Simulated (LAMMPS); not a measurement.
Molecular dynamics of SiC (zinc blende), 1000 atoms, at 200 K and 0 GPa, heated as the crystal.

Computed with classical MD, pair style gw, file SiC.gw, run in LAMMPS.

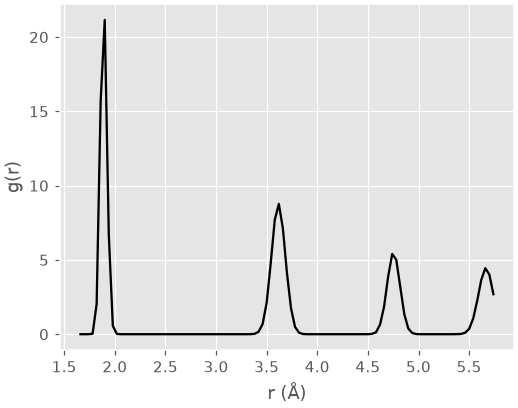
Figure: g(r) against r (Å)

Read from the full data:
- state found: crystal; no diffusion seen in 30 ps
- first peak of g(r), C-Si: 1.89 Å, height 21.2
- coordination number of C by Si: 4.00 (counted to 2.58 Å)
- coordination number of Si by C: 4.00 (counted to 2.58 Å)

Caution: nuclei are classical, which matters for such light atoms.
